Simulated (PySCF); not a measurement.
## Electronic structure of C3H6Cl2GaN (SMILES CC#[C][Ga-]([NH3+])([Cl])[Cl]) in real space

The calculation's input:

```
{"job": {"kind": "uv", "xc": "PBE0", "basis": "def2-SVPD", "nstates": 8, "ntriplets": 3}, "charge": 0, "multiplicity": 1}
C     -3.003852    -0.792970    -0.022744
C     -1.695802    -0.180600     0.076239
C     -0.581689     0.286151     0.146534
Ga     1.078523     1.301187     0.322749
N      2.550562    -0.351038    -0.023408
Cl     1.670111     1.847196     2.260793
Cl     1.617456     2.542326    -1.281132
H     -3.718637    -0.071064    -0.416291
H     -2.966780    -1.652235    -0.691834
H     -3.337291    -1.119983     0.961715
H      2.456327    -1.084286     0.676558
H      2.436673    -0.763264    -0.947267
H      3.490009     0.039067     0.041767
```

Command:

```sh
OMP_NUM_THREADS=1 python probes_run.py task.json out
```

Geometry: GFN2-xTB.

Theory: PySCF 2.14.0, PBE0/def2-SVPD, SCF density, gas phase.

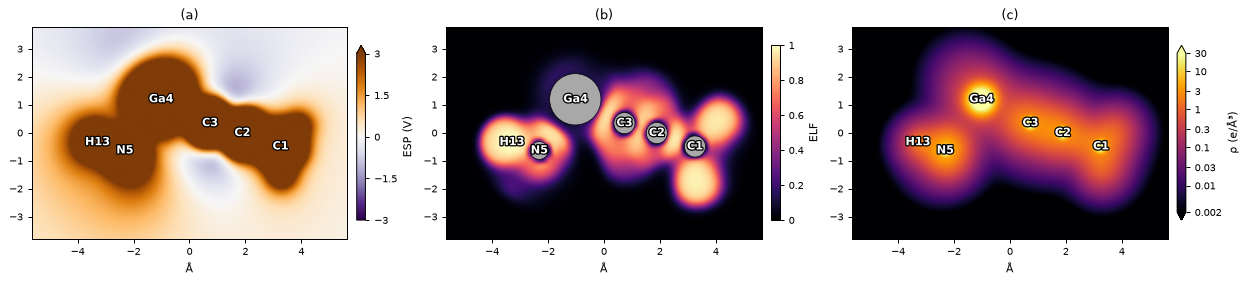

Figure 1. (a) molecular electrostatic potential; (b) electron localisation function; (c) total electron density on the plane of atoms Ga4, N5 and H13. Grey discs cover the atomic cores in the ELF map.

Describe what can be read from this map.

- The section cuts through C, Ga, N and H sites.
- C–C (1.21 Å): ρ at the midpoint is about 2.7 e/Å³; the ELF peaks at about 0.85 between the atoms: a multiple bond.
- C–Ga (1.95 Å): the density is about 0.77 e/Å³ at the midpoint; the ELF peaks at about 0.95 in the valence shell of C, 0.7 Å from its nucleus, and is about 0.55 at the midpoint.
- Ga–N (2.24 Å): ρ at the midpoint is about 0.39 e/Å³; the ELF peaks at about 0.95 in the valence shell of N, 0.7 Å from its nucleus, and is about 0.30 at the midpoint.
- N–H (1.02 Å): ρ at the midpoint is about 2.8 e/Å³; the ELF climbs to about 1 towards the hydrogen, as it does in any bond to H: an ordinary covalent bond to hydrogen.
- Outside the dense part of the molecule the potential is most negative (−1.1 V) near C3.

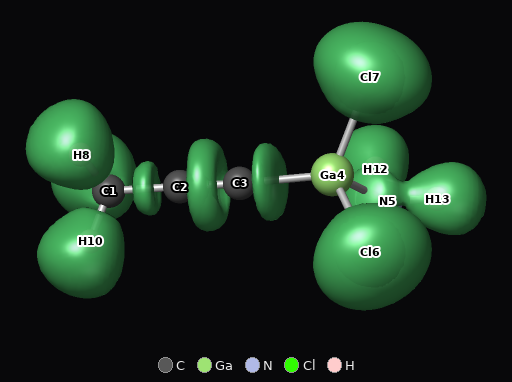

Figure 2. Isosurface of the electron localisation function at 0.8 (green), seen from one side. Core shells and regions of very low density are left out.

Where are the electrons localised?

The ELF exceeds this value in two regions between bonded C–C atoms (shared pairs), three regions around hydrogen nuclei, one lobe of the valence shell of C pointing towards Ga (polar bonds), two regions wrapped around Cl (the valence shell of each) and one joined region spread over several atoms (H, N), in which their bonds and any lone pairs are merged.

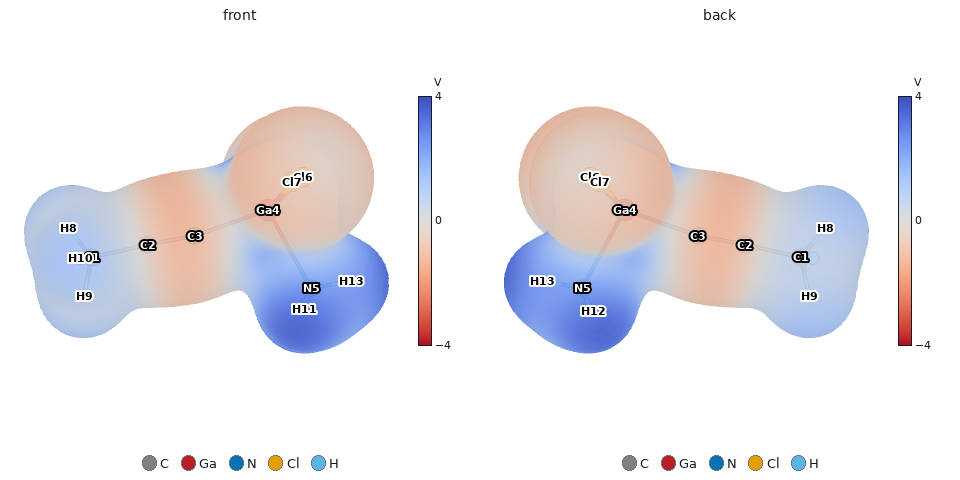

Figure 3. The molecular electrostatic potential painted on the density surface at 0.004 e/bohr³, seen from the front and from behind; the colour scale runs from red (negative) to blue (positive).

Where is the surface potential most negative and most positive?

The most negative region (about −1.2 V, or −28 kcal/mol for a unit charge) lies over C2 and C3, the most positive (about +3.4 V, or +78 kcal/mol for a unit charge) over H11, H12 and H13.
